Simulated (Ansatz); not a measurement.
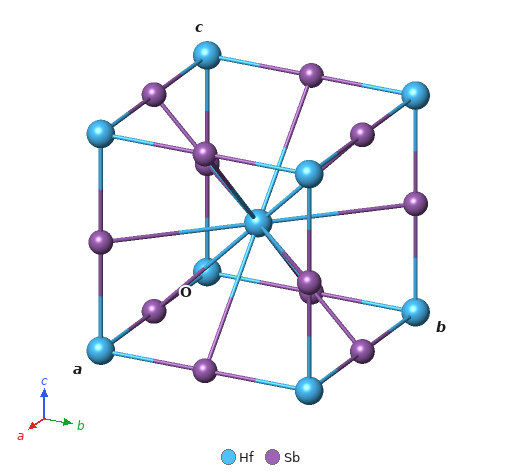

Crystal: Hf₂Sb₃, coordinates from a relaxation with DFT PBE, scalar-relativistic, plane waves, PAW (Ansatz 0.2.0); the starting structure was generated, so it need not be a known form of this composition. One unit cell is drawn above. All values are computed from the atomic coordinates in the standard setting (tolerance 0.002 Å).

```
Hf Sb
1.0
     5.41609    0.00000    0.00000
     0.00000    5.41609    0.00000
     0.00000    0.00000    5.41609
Hf Sb
2 3
Direct
  0.50000 0.50000 0.50000
  0.00000 0.00000 0.00000
  0.50000 0.00000 0.00000
  0.00000 0.50000 0.00000
  0.00000 0.00000 0.50000
```

**What is its point group?**

m-3m (Oh), order 48, cubic system: three fourfold axes, four threefold axes, six twofold axes, nine mirror planes, an inversion centre.

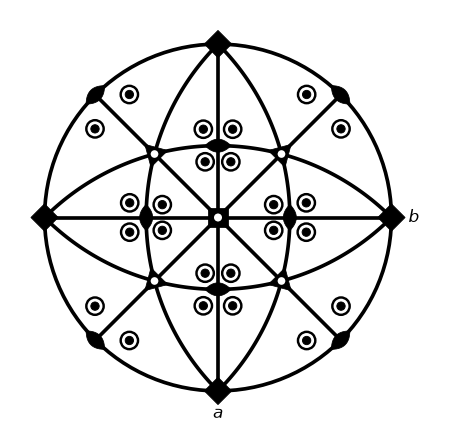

Stereographic projection: filled dots lie in the upper hemisphere, open rings in the lower; heavy lines are mirror planes (a heavy rim: a mirror in the plane of the page); lens, triangle, square and hexagon are 2-, 3-, 4- and 6-fold axes, a lens in an open square is −4, a triangle in an open hexagon −6; thin dashed diameters join the ends of axes that lie in the page; a small open circle marks inversion. The poles are one general form. The c axis points at the viewer.

**What does this class allow?**

Class m-3m is centrosymmetric, so neither piezoelectric nor pyroelectric; it is not chiral. Its Laue class is m-3m.
